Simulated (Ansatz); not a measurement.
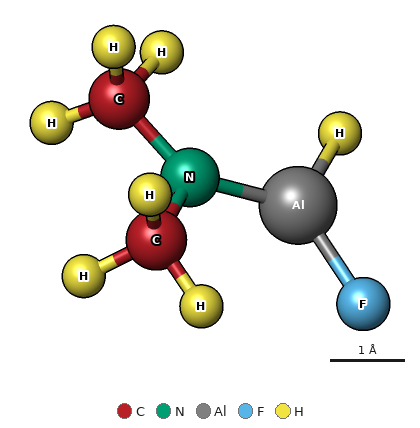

Figure 1. The input geometry (ball-and-stick view, seen at a tilt). Sticks mark near contacts.

# Run report: C2H7AlFN, geometry relaxation

System: C2H7AlFN, SMILES C[N](C)[AlH][F].
Method: B3LYP/STO-3G, RKS, dispersion D3(BJ)-ATM (Ansatz 0.2.0).

The atoms were displaced at random from an optimised geometry.

## Input file
```yaml
crystal:
  periodic: [false, false, false]
  atoms:
    - symbol: C
      position_ang: [-1.038684, -0.890109, 0.253428]
    - symbol: "N"
      position_ang: [0.066521, 0.103772, 0.019184]
    - symbol: C
      position_ang: [1.211317, -0.524270, 0.601886]
    - symbol: Al
      position_ang: [-0.274709, 1.405154, -0.951527]
    - symbol: F
      position_ang: [-1.754128, 1.829975, -1.487765]
    - symbol: H
      position_ang: [-1.244114, -0.913448, 1.372343]
    - symbol: H
      position_ang: [-0.768479, -1.883517, -0.158136]
    - symbol: H
      position_ang: [-2.013677, -0.533318, -0.095958]
    - symbol: H
      position_ang: [1.213588, -0.397264, 1.678200]
    - symbol: H
      position_ang: [2.053137, 0.451401, 0.266466]
    - symbol: H
      position_ang: [1.597282, -1.457214, 0.188792]
    - symbol: H
      position_ang: [0.962818, 2.489687, -1.291330]
basis:
  gaussian:
    orbitals: STO-3G
hamiltonian:
  xc: {name: B3LYP}
  dispersion: d3bjatm
relax: {}
```

Run on 1 thread of Intel Xeon @ 2.50GHz (Skylake/Cascade Lake), 12 GiB of memory available, shared host.

Launch command:
```bash
ansatz run input.yaml --threads 1 --pin off --max-ram 2610MiB --events-out events.jsonl --progress --plain --runs-dir runs
```

## What the program printed
```
The last accepted step is kept in runs//last_step.txt (removed where the run ends without a failure and the disk answers)
Functional definition: B3LYP
  name "B3LYP"
  parameter a0 = 0.2
  parameter ax = 0.72
  parameter ac = 0.81
  exchange = (1 - a0 - ax)*slater_x + ax*b88_x + a0*exact_x
  correlation = (1 - ac)*vwn_rpa_c + ac*lyp_c
524 factors; integrals over basis functions are off by at most 1.5e-5 eV
mean field evaluation 1: about -12824.7976 eV, gradient 2.8e1 eV
mean field evaluation 2: about -12823.8365 eV, gradient 3.5e1 eV
mean field evaluation 4: about -12827.5093 eV, gradient 1.2e0 eV
mean field evaluation 8: about -12827.4480 eV, gradient 2.7e-2 eV
mean field -12827.44795225 eV, -471.4000174886 hartree, gradient 1.4e-5 eV, S^2 0.000000; 0 other end points of the search recorded, 0 dependent functions left out
the calculation of the forces begins
reference -12827.44814355 eV, -471.4000245187 hartree; 24, 24 occupied and 12, 12 virtual orbitals, 524 factors
relax step   1: F+E_penalty+E_count = -12827.84794183 eV  Δ(F+E_penalty+E_count) = +0.000e0 eV  max|allowed force component| = 7.337e0 eV/Å  Δτ_max = 0.0000 Å  (22 SCF iters, accepted)
these checks for a lower state are left out or cut short: starts, cluster_reference, orbital_swaps, neighbouring_geometries, increment
524 factors; integrals over basis functions are off by at most 1.1e-5 eV
mean field evaluation 16: about -12829.3703 eV, gradient 1.8e-1 eV
mean field -12829.30905105 eV, -471.4684116083 hartree, gradient 9.1e-6 eV, S^2 0.000000; 0 other end points of the search recorded, 0 dependent functions left out
the calculation of the forces begins
reference -12829.30924249 eV, -471.4684186434 hartree; 24, 24 occupied and 12, 12 virtual orbitals, 524 factors
relax step   2: F+E_penalty+E_count = -12829.70275788 eV  Δ(F+E_penalty+E_count) = -1.855e0 eV  max|allowed force component| = 1.353e0 eV/Å  Δτ_max = 0.1917 Å  (24 SCF iters, accepted)
these checks for a lower state are left out or cut short: starts, cluster_reference, orbital_swaps, neighbouring_geometries, increment
524 factors; integrals over basis functions are off by at most 1.1e-5 eV
mean field -12829.43955219 eV, -471.4732074367 hartree, gradient 1.5e-5 eV, S^2 0.000000; 0 other end points of the search recorded, 0 dependent functions left out
the calculation of the forces begins
reference -12829.43974419 eV, -471.4732144923 hartree; 24, 24 occupied and 12, 12 virtual orbitals, 524 factors
relax step   3: F+E_penalty+E_count = -12829.83127430 eV  Δ(F+E_penalty+E_count) = -1.285e-1 eV  max|allowed force component| = 7.532e-1 eV/Å  Δτ_max = 0.0579 Å  (25 SCF iters, accepted)
these checks for a lower state are left out or cut short: starts, cluster_reference, orbital_swaps, neighbouring_geometries, increment
524 factors; integrals over basis functions are off by at most 1.1e-5 eV
mean field evaluation 32: about -12829.4735 eV, gradient 1.1e-4 eV
mean field -12829.47347593 eV, -471.4744541108 hartree, gradient 1.3e-5 eV, S^2 0.000000; 0 other end points of the search recorded, 0 dependent functions left out
the calculation of the forces begins
reference -12829.47366874 eV, -471.4744611967 hartree; 24, 24 occupied and 12, 12 virtual orbitals, 524 factors
relax step   4: F+E_penalty+E_count = -12829.86490531 eV  Δ(F+E_penalty+E_count) = -3.363e-2 eV  max|allowed force component| = 3.980e-1 eV/Å  Δτ_max = 0.0699 Å  (25 SCF iters, accepted)
these checks for a lower state are left out or cut short: starts, cluster_reference, orbital_swaps, neighbouring_geometries, increment
524 factors; integrals over basis functions are off by at most 1.1e-5 eV
mean field -12829.47669500 eV, -471.4745724097 hartree, gradient 1.4e-5 eV, S^2 0.000000; 0 other end points of the search recorded, 0 dependent functions left out
the calculation of the forces begins
reference -12829.47688785 eV, -471.4745794965 hartree; 24, 24 occupied and 12, 12 virtual orbitals, 524 factors
relax step   5: F+E_penalty+E_count = -12829.86843330 eV  Δ(F+E_penalty+E_count) = -3.528e-3 eV  max|allowed force component| = 4.598e-2 eV/Å  Δτ_max = 0.0141 Å  (26 SCF iters, accepted)
these checks for a lower state are left out or cut short: starts, cluster_reference, orbital_swaps, neighbouring_geometries, increment
524 factors; integrals over basis functions are off by at most 1.1e-5 eV
mean field -12829.47679955 eV, -471.4745762518 hartree, gradient 1.6e-5 eV, S^2 0.000000; 0 other end points of the search recorded, 0 dependent functions left out
the calculation of the forces begins
reference -12829.47699240 eV, -471.4745833389 hartree; 24, 24 occupied and 12, 12 virtual orbitals, 524 factors
relax step   6: F+E_penalty+E_count = -12829.86880730 eV  Δ(F+E_penalty+E_count) = -3.740e-4 eV  max|allowed force component| = 2.034e-2 eV/Å  Δτ_max = 0.0080 Å  (20 SCF iters, accepted)
these checks for a lower state are left out or cut short: starts, cluster_reference, orbital_swaps, neighbouring_geometries, increment
524 factors; integrals over basis functions are off by at most 1.1e-5 eV
mean field -12829.47677307 eV, -471.4745752785 hartree, gradient 1.2e-5 eV, S^2 0.000000; 0 other end points of the search recorded, 0 dependent functions left out
the calculation of the forces begins
reference -12829.47696594 eV, -471.4745823667 hartree; 24, 24 occupied and 12, 12 virtual orbitals, 524 factors
relax step   7: F+E_penalty+E_count = -12829.86885640 eV  Δ(F+E_penalty+E_count) = -4.910e-5 eV  max|allowed force component| = 1.044e-2 eV/Å  Δτ_max = 0.0055 Å  (20 SCF iters, accepted)
these checks for a lower state are left out or cut short: starts, cluster_reference, orbital_swaps, neighbouring_geometries, increment
524 factors; integrals over basis functions are off by at most 1.1e-5 eV
mean field -12829.47677507 eV, -471.4745753520 hartree, gradient 2.0e-5 eV, S^2 0.000000; 0 other end points of the search recorded, 0 dependent functions left out
the calculation of the forces begins
reference -12829.47696796 eV, -471.4745824409 hartree; 24, 24 occupied and 12, 12 virtual orbitals, 524 factors
relax step   8: F+E_penalty+E_count = -12829.86886855 eV  Δ(F+E_penalty+E_count) = -1.215e-5 eV  max|allowed force component| = 2.722e-2 eV/Å  Δτ_max = 0.0057 Å  (19 SCF iters, accepted)
these checks for a lower state are left out or cut short: starts, cluster_reference, orbital_swaps, neighbouring_geometries, increment
524 factors; integrals over basis functions are off by at most 1.1e-5 eV
mean field evaluation 64: about -12829.4768 eV, gradient 7.9e-5 eV
mean field -12829.47678595 eV, -471.4745757521 hartree, gradient 7.9e-5 eV, S^2 0.000000; 0 other end points of the search recorded, 0 dependent functions left out
the calculation of the forces begins
reference -12829.47697885 eV, -471.4745828409 hartree; 24, 24 occupied and 12, 12 virtual orbitals, 524 factors
relax step   9: F+E_penalty+E_count = -12829.86887647 eV  Δ(F+E_penalty+E_count) = -7.915e-6 eV  max|allowed force component| = 3.360e-3 eV/Å  Δτ_max = 0.0018 Å  (16 SCF iters, accepted)
```

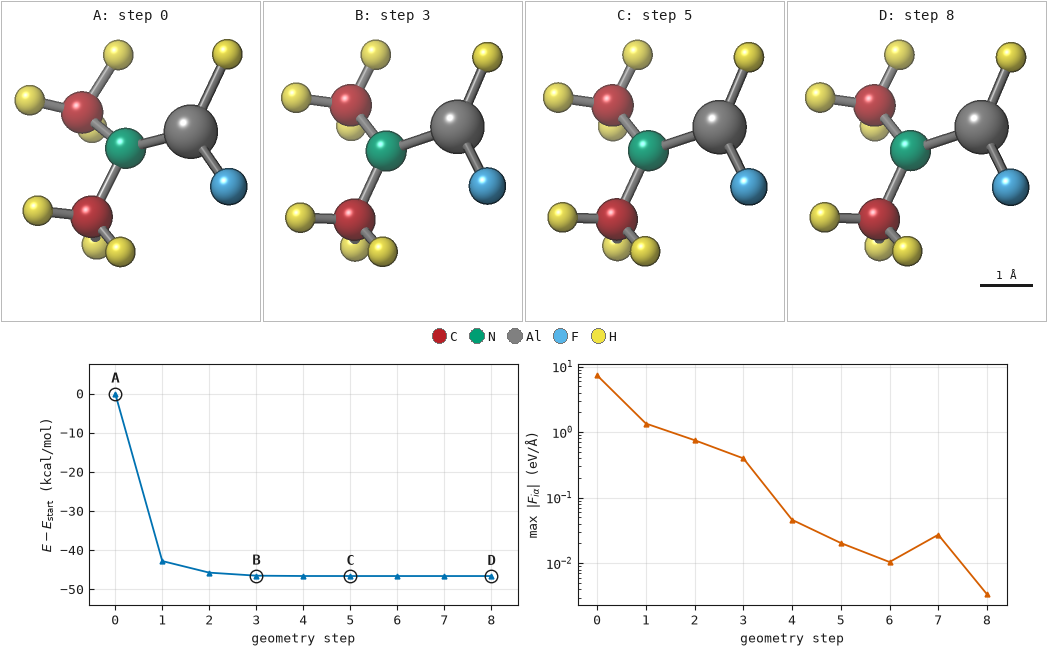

Figure 2. Frames of the relaxation (ball-and-stick view, seen at a tilt) above the curves, on which the letters mark them (the first geometry is step 0 here and step 1 in the log).

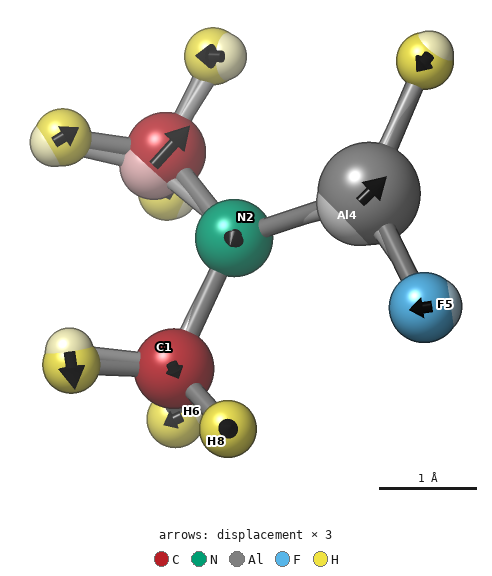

Figure 3. Start (faint) and end (solid) with the displacements as black arrows, magnified 3 times (ball-and-stick view, seen at a tilt). The two geometries are laid on each other by the best rigid fit. The largest move after the best rigid fit is that of C3, 0.19 Å. Largest moves by element: C 0.19 Å, H 0.13 Å, Al 0.13 Å, F 0.08 Å, N 0.08 Å. Distances before and after: C3–H10 1.332 → 1.105 Å, Al4–H12 1.680 → 1.491 Å, N2–Al4 1.659 → 1.746 Å, N2–C3 1.430 → 1.485 Å. Among the angles that change: N2–C3–H10 94.7° → 109.8°, C3–N2–Al4 138.4° → 124.9°, H9–C3–H11 118.4° → 106.9°. After 8 geometry steps the energy has fallen by 46.6 kcal/mol. Largest force component: 7.3 eV/Å at the start, 0.0034 eV/Å at the end. (Atoms are counted from 1 in the order of the input.)

```
524 factors; integrals over basis functions are off by at most 1.1e-5 eV
mean field -12829.47678595 eV, -471.4745757521 hartree, gradient 7.9e-5 eV, S^2 0.000000; 1 other end points of the search recorded, 0 dependent functions left out
the calculation of the forces begins
reference -12829.47697885 eV, -471.4745828409 hartree; 24, 24 occupied and 12, 12 virtual orbitals, 524 factors
Total energy: -12829.86906936 eV, -471.4889919015 hartree
Atom 0 at    -1.086421    -0.879717     0.290186 Å, force     0.001082    -0.000007     0.001093 eV/Å
Atom 1 at     0.013189     0.069444    -0.023081 Å, force     0.001338     0.000411    -0.000311 eV/Å
Atom 2 at     1.305451    -0.366625     0.563513 Å, force    -0.001013     0.000831    -0.000150 eV/Å
Atom 3 at    -0.215617     1.517922    -0.970515 Å, force    -0.003360    -0.001160    -0.002406 eV/Å
Atom 4 at    -1.745493     1.748428    -1.489931 Å, force     0.003045     0.000428     0.001312 eV/Å
Atom 5 at    -1.254576    -0.983212     1.383343 Å, force    -0.000499    -0.000670     0.000203 eV/Å
Atom 6 at    -0.888278    -1.898866    -0.104838 Å, force    -0.000220    -0.000455     0.000084 eV/Å
Atom 7 at    -2.025355    -0.515127    -0.165230 Å, force     0.000719     0.000732    -0.000472 eV/Å
Atom 8 at     1.258472    -0.444977     1.670785 Å, force     0.000351    -0.000414     0.000603 eV/Å
Atom 9 at     2.096290     0.361887     0.310017 Å, force    -0.000973     0.000023    -0.000046 eV/Å
Atom 10 at     1.624985    -1.360401     0.183120 Å, force    -0.000272    -0.000757    -0.000077 eV/Å
Atom 11 at     0.928226     2.432093    -1.251785 Å, force    -0.000200     0.001038     0.000167 eV/Å
Dipole moment:     0.067543    -0.001394     0.017985 e Å
```

## Trajectory as extended XYZ (Å, eV, eV/Å), 9 frames, from step=1 to step=9
```
12
Properties=species:S:1:pos:R:3:forces:R:3 step=1 energy=-12827.84794
C    -1.0387   -0.8901    0.2534   -0.8781   0.9830   1.8908
N     0.0665    0.1038    0.0192   -2.9652  -4.0019   0.6334
C     1.2113   -0.5243    0.6019    5.7227   7.3365  -1.7617
Al   -0.2747    1.4052   -0.9515    2.5569   5.1055  -2.4334
F    -1.7541    1.8300   -1.4878   -0.2386  -0.4560   0.1654
H    -1.2441   -0.9134    1.3723    0.5863  -0.8699  -0.8536
H    -0.7685   -1.8835   -0.1581   -0.4165  -0.0219   0.2346
H    -2.0137   -0.5333   -0.0960   -0.2092  -0.0366  -1.0370
H     1.2136   -0.3973    1.6782   -0.0262  -1.0817   1.1817
H     2.0531    0.4514    0.2665   -1.8721  -4.1519   1.3729
H     1.5973   -1.4572    0.1888   -0.1533  -0.7851  -0.0048
H     0.9628    2.4897   -1.2913   -2.1068  -2.0200   0.6116
12
Properties=species:S:1:pos:R:3:forces:R:3 step=2 energy=-12829.70276
C    -1.0686   -0.8597    0.2773    0.5697   0.1594   0.4103
N     0.0570    0.1012   -0.0238   -1.1801  -1.3527   0.3907
C     1.3193   -0.3771    0.5679    0.6057   0.3048   0.6165
Al   -0.2656    1.4833   -0.9642   -0.4692   0.8813  -0.6384
F    -1.7639    1.8277   -1.5113   -0.0934  -0.3062   0.1590
H    -1.2272   -0.9709    1.3789    0.0638  -0.0328  -0.3107
H    -0.8285   -1.8624   -0.1292   -0.1935  -0.1098   0.0354
H    -2.0267   -0.5153   -0.1588    0.2034   0.0704  -0.1018
H     1.1986   -0.4443    1.6887    0.4129  -0.0628  -0.6107
H     2.1753    0.3210    0.3359   -0.7660  -0.4422   0.1911
H     1.6036   -1.3903    0.1951   -0.0565   0.1553   0.1105
H     0.8375    2.3676   -1.2610    0.9032   0.7352  -0.2520
12
Properties=species:S:1:pos:R:3:forces:R:3 step=3 energy=-12829.83127
C    -1.0711   -0.8733    0.2886    0.2346   0.2077  -0.1316
N     0.0380    0.0863   -0.0252   -0.6080  -0.7532   0.3656
C     1.3128   -0.3715    0.5754   -0.0738  -0.2914   0.1125
Al   -0.2541    1.5053   -0.9701    0.0814   0.4872  -0.3053
F    -1.7613    1.8077   -1.5187   -0.0425  -0.2188   0.1300
H    -1.2324   -0.9837    1.3801   -0.0200   0.0206   0.0440
H    -0.8704   -1.8886   -0.1130    0.0007   0.0015  -0.0141
H    -2.0101   -0.5050   -0.1649    0.0015  -0.0324   0.0335
H     1.2489   -0.4655    1.6834   -0.0219   0.0655  -0.1013
H     2.1229    0.3296    0.3425    0.1989   0.2705  -0.0855
H     1.6151   -1.3715    0.1932   -0.0152   0.0447  -0.0036
H     0.8726    2.4111   -1.2758    0.2643   0.1981  -0.0444
12
Properties=species:S:1:pos:R:3:forces:R:3 step=4 energy=-12829.86491
C    -1.0882   -0.8879    0.2957   -0.0538  -0.0641   0.0164
N     0.0087    0.0614   -0.0152   -0.0936   0.3980  -0.2889
C     1.3057   -0.3623    0.5598   -0.0114  -0.1346   0.1083
Al   -0.2080    1.5181   -0.9683   -0.0781  -0.1390   0.0704
F    -1.7297    1.7687   -1.5050    0.0306  -0.0390   0.0332
H    -1.2600   -0.9935    1.3881    0.0242  -0.0100   0.0109
H    -0.8918   -1.9065   -0.1021    0.0262  -0.0079   0.0169
H    -2.0304   -0.5294   -0.1578    0.0229   0.0435  -0.0147
H     1.2624   -0.4379    1.6670    0.0532   0.0175   0.0339
H     2.0915    0.3684    0.2967   -0.0047  -0.0197   0.0071
H     1.6210   -1.3592    0.1853    0.0565  -0.0031  -0.0224
H     0.9297    2.4410   -1.2487    0.0281  -0.0415   0.0289
12
Properties=species:S:1:pos:R:3:forces:R:3 step=5 energy=-12829.86843
C    -1.0871   -0.8828    0.2920   -0.0264  -0.0291   0.0109
N     0.0096    0.0678   -0.0212    0.0387   0.0429  -0.0177
C     1.3035   -0.3669    0.5637    0.0460   0.0328  -0.0124
Al   -0.2162    1.5169   -0.9710    0.0081   0.0193  -0.0040
F    -1.7410    1.7625   -1.4992    0.0115  -0.0296   0.0200
H    -1.2534   -0.9887    1.3854   -0.0046   0.0052  -0.0065
H    -0.8871   -1.9013   -0.1041   -0.0068   0.0036  -0.0026
H    -2.0274   -0.5195   -0.1619    0.0003  -0.0071   0.0048
H     1.2627   -0.4415    1.6717   -0.0212  -0.0072  -0.0086
H     2.0937    0.3617    0.3061   -0.0182  -0.0053   0.0015
H     1.6256   -1.3605    0.1844   -0.0230  -0.0007   0.0031
H     0.9279    2.4330   -1.2501   -0.0044  -0.0248   0.0116
12
Properties=species:S:1:pos:R:3:forces:R:3 step=6 energy=-12829.86881
C    -1.0864   -0.8818    0.2914   -0.0101   0.0010   0.0002
N     0.0111    0.0693   -0.0227    0.0084  -0.0151   0.0114
C     1.3045   -0.3655    0.5629   -0.0092  -0.0075  -0.0022
Al   -0.2158    1.5177   -0.9700   -0.0021   0.0203  -0.0177
F    -1.7425    1.7555   -1.4957    0.0035  -0.0106   0.0096
H    -1.2531   -0.9863    1.3847    0.0012   0.0010   0.0001
H    -0.8880   -1.9007   -0.1043    0.0032   0.0048  -0.0011
H    -2.0265   -0.5182   -0.1623   -0.0027  -0.0016  -0.0011
H     1.2595   -0.4431    1.6704   -0.0032   0.0009  -0.0022
H     2.0941    0.3633    0.3076    0.0093   0.0051  -0.0015
H     1.6239   -1.3595    0.1827    0.0005   0.0040   0.0013
H     0.9300    2.4303   -1.2492    0.0011  -0.0025   0.0033
12
Properties=species:S:1:pos:R:3:forces:R:3 step=7 energy=-12829.86886
C    -1.0867   -0.8810    0.2908    0.0011  -0.0003  -0.0032
N     0.0118    0.0692   -0.0234    0.0052  -0.0058   0.0058
C     1.3048   -0.3656    0.5629   -0.0087  -0.0026  -0.0017
Al   -0.2152    1.5172   -0.9715   -0.0021   0.0104   0.0002
F    -1.7441    1.7527   -1.4912    0.0009  -0.0029  -0.0004
H    -1.2538   -0.9846    1.3841   -0.0002   0.0002   0.0003
H    -0.8877   -1.8999   -0.1043   -0.0007  -0.0007   0.0010
H    -2.0264   -0.5177   -0.1639    0.0002   0.0015   0.0000
H     1.2584   -0.4434    1.6702    0.0003   0.0005   0.0020
H     2.0947    0.3634    0.3084    0.0028   0.0013  -0.0002
H     1.6245   -1.3594    0.1830    0.0023  -0.0015  -0.0008
H     0.9306    2.4300   -1.2494   -0.0011  -0.0002  -0.0029
12
Properties=species:S:1:pos:R:3:forces:R:3 step=8 energy=-12829.86887
C    -1.0863   -0.8795    0.2901   -0.0001   0.0029  -0.0020
N     0.0136    0.0693   -0.0231    0.0045  -0.0029   0.0028
C     1.3057   -0.3670    0.5637   -0.0001   0.0000   0.0002
Al   -0.2152    1.5176   -0.9706   -0.0272   0.0006  -0.0071
F    -1.7458    1.7476   -1.4893    0.0166  -0.0024   0.0056
H    -1.2550   -0.9829    1.3832   -0.0002   0.0005   0.0001
H    -0.8886   -1.8988   -0.1048   -0.0001   0.0005  -0.0005
H    -2.0247   -0.5141   -0.1659   -0.0011  -0.0026   0.0012
H     1.2587   -0.4453    1.6710   -0.0003   0.0001   0.0001
H     2.0965    0.3615    0.3102    0.0009  -0.0002   0.0001
H     1.6252   -1.3608    0.1835   -0.0004   0.0003  -0.0004
H     0.9270    2.4332   -1.2524    0.0074   0.0031  -0.0002
12
Properties=species:S:1:pos:R:3:forces:R:3 step=9 energy=-12829.86888
C    -1.0864   -0.8797    0.2902    0.0011   0.0000   0.0011
N     0.0132    0.0694   -0.0231    0.0013   0.0004  -0.0003
C     1.3055   -0.3666    0.5635   -0.0010   0.0008  -0.0001
Al   -0.2156    1.5179   -0.9705   -0.0034  -0.0012  -0.0024
F    -1.7455    1.7484   -1.4899    0.0030   0.0004   0.0013
H    -1.2546   -0.9832    1.3833   -0.0005  -0.0007   0.0002
H    -0.8883   -1.8989   -0.1048   -0.0002  -0.0005   0.0001
H    -2.0254   -0.5151   -0.1652    0.0007   0.0007  -0.0005
H     1.2585   -0.4450    1.6708    0.0004  -0.0004   0.0006
H     2.0963    0.3619    0.3100   -0.0010   0.0000   0.0000
H     1.6250   -1.3604    0.1831   -0.0003  -0.0008  -0.0001
H     0.9282    2.4321   -1.2518   -0.0002   0.0010   0.0002
```

## Results in brief

- outcome: converged
- total energy: −471.488992 hartree
- SCF energy: −471.474583 hartree
- dispersion energy: −0.014409 hartree
- basis functions: 36
- largest force: 0.004 eV/Å
- SCF solution under orbital rotations: stable
- dipole moment: 0.34 D
- wall time: 28 s
- peak memory: 0.17 GiB
